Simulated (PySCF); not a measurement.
# Cs9 (Cs9+): the cost of one run

The runs use PySCF 2.14.0; PBE, Cs def2-SVP with ECP46; scalar-relativistic core potentials, no spin–orbit coupling.

3 further runs of the same task are left out: 2 for a known fault of the program, 1 that didn't finish.

## Step 1: Starting geometry

9 atoms, charge 1, spin multiplicity 1.

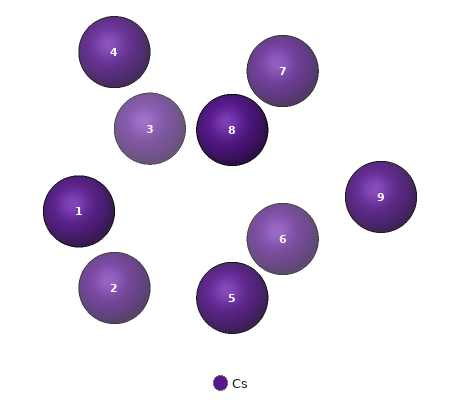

The structure; caesium purple; atoms are numbered from 1 in the order of the file.

Geometry (Å):

```
Cs    3.76243    0.00000   -2.91099
Cs    0.00000    3.76243   -2.91099
Cs   -3.76243    0.00000   -2.91099
Cs    0.00000   -3.76243   -2.91099
Cs    2.67863    2.67863    1.55728
Cs   -2.67863    2.67863    1.55728
Cs   -2.67863   -2.67863    1.55728
Cs    2.67863   -2.67863    1.55728
Cs    0.00000    0.00000    5.41484
```

An earlier session relaxed this geometry at PBE, Cs def2-SVP with ECP46 (singlet, point group C4v).

Its energy there is -181.363037 Eh.

## Step 2: Atoms moved at random, σ = 0.03 Å

Contents of run.py (the lines that set the calculation):

```python
mol = gto.M(atom='''
Cs     3.76506    -0.01442    -2.91415
Cs    -0.00045     3.74592    -2.87560
Cs    -3.76735     0.02943    -2.94393
Cs     0.03861    -3.75034    -2.95643
Cs     2.68885     2.66067     1.57100
Cs    -2.71296     2.70425     1.54032
Cs    -2.66935    -2.67947     1.62250
Cs     2.63589    -2.69265     1.51766
Cs     0.02170    -0.00339     5.43864''',
    basis={'Cs': 'def2-SVP'},
    ecp={'Cs': 'def2-SVP'},
    charge=1, spin=0)
mf = dft.RKS(mol, xc='PBE')
mf.grids.atom_grid = (50, 194)
mf = mf.density_fit()  # fitting sets: Cs def2-universal-JKFIT
mf.conv_tol = 1e-08; mf.max_cycle = 55
mf.kernel(dm0)  # dm0: the density of the relaxed state
```

Run with:

```
$ OMP_NUM_THREADS=8 python run.py
```

**Question.** How long does this run take on 8 threads of Arm Neoverse N1, shared host?

About 15 s.
